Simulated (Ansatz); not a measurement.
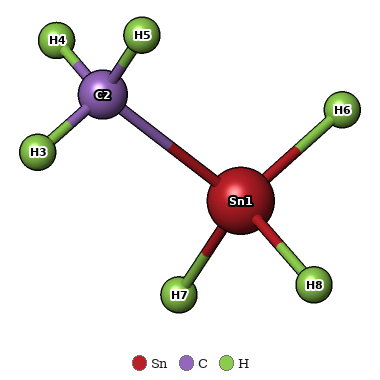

The system is CH₆Sn with the probe Ag+; the picture shows it without the atoms that are moved over the map. The probe is moved over the molecule's main plane. First axis: x of the probe's Ag atom. Second axis: y of the probe's Ag atom. Nothing is relaxed (molecule and probe rigid). The scan uses a 19 × 19 grid. At 86 points there is no value (left out of the scan, as a rule where atoms come close). Points are written as (first, second). All energies are given in kJ/mol relative to molecule and probe far apart, each relaxed in its own basis (no counterpoise correction). The calculation used RHF/def2-SVP in Ansatz.

Range: x of the probe's Ag atom from −4.95 to 4.95 Å; y of the probe's Ag atom from −4.95 to 4.95 Å.

Q: What will the energy surface look like?

A: The lowest grid point is at (2.75 Å, 3.30 Å) [nearest 1 H at 2.06 Å], −66 kJ/mol from molecule and probe far apart, each relaxed in its own basis (no counterpoise correction). The highest grid point, (−2.20 Å, 1.65 Å) [nearest 1 H at 1.50 Å], lies 318 kJ/mol above the lowest.

```tsv
y of the probe's Ag atom ↓, x of the probe's Ag atom →	−4.95	−3.85	−2.75	−1.65	−0.55	0.55	1.65	2.75	3.85	4.95
4.40	0	−1	−2	−5	−12	−25	−35	−29	−18	−10
3.30	−1	−5	−9	−14	−29	−56	−51	−66	−36	−15
2.20	−5	−17	−22	44	48	–	–	–	−53	−19
1.10	−11	−33	229	–	–	–	–	–	−39	−18
0.00	−14	−39	–	–	–	–	–	–	−19	−16
−1.10	−11	−32	–	–	–	–	–	–	−35	−17
−2.20	−5	−16	15	–	136	–	116	−40	−35	−15
−3.30	−1	−4	−8	−7	−8	−17	−32	−32	−20	−11
−4.40	1	0	0	−1	−2	−6	−11	−12	−10	−7
```

The table holds every second grid line.

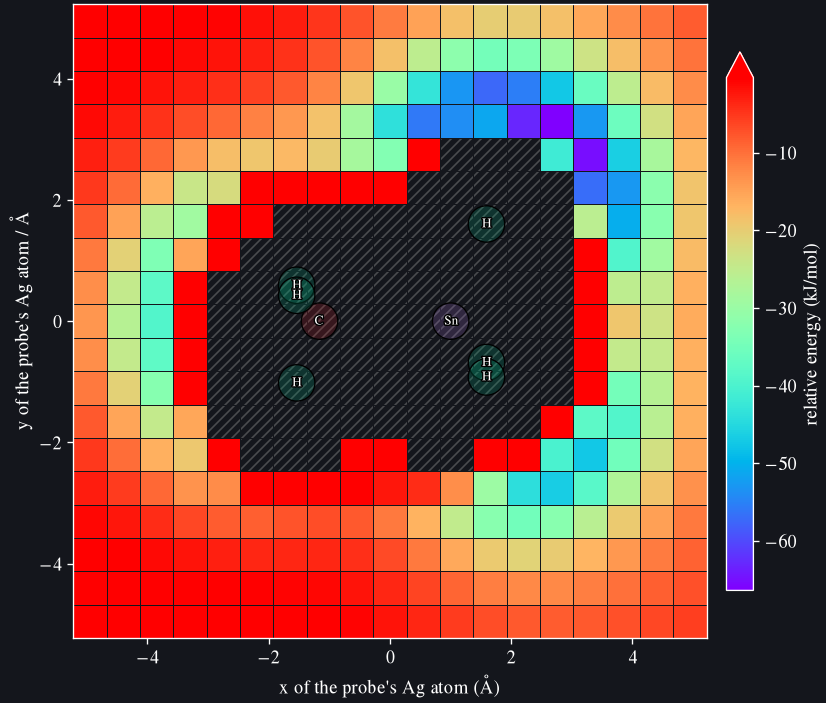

Drawn: one coloured cell a grid point, labelled circles for the molecule's atoms, projected on the plane, one colour for all values above the top of the scale, hatched blanks where no value was computed.

Each point was launched as `ansatz run input.yaml --threads 1 --pin off --max-ram 2560MiB --backend cpu --events-out ev --progress --plain --runs-dir out`. The whole map (275 points run) took 11 min on 1 thread of Arm Neoverse V2 (shared host).
